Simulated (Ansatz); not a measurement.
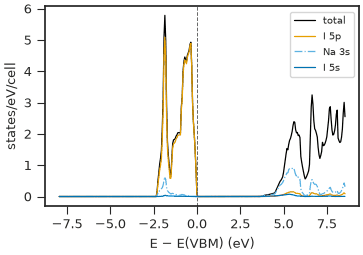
Figure: Total and projected density of states of NaI (rock salt, space group No. 225), the program Ansatz at the PBEsol level (PAW)

Which orbitals carry the states next to the gap?

Top 1 eV of the valence band: I 5p 98 %. Bottom 1 eV of the conduction band: Na 3s 71 %, I 5s 17 %, I 5p 9 %. Projections are on Löwdin-orthogonalised atomic valence shells; empty p or d shells of many metals are not among them.

Where is the tallest occupied peak in this window, and what makes it?

Near -1.8 eV, about 5.8 states/eV per cell; the largest projected share is I 5p.

Space group Fm-3m (rock salt). The cell was relaxed with PBEsol under the symmetry of its start. Spin–orbit coupling is left out wherever it is not named.

Potentials: the later of the program's two PAW sets.
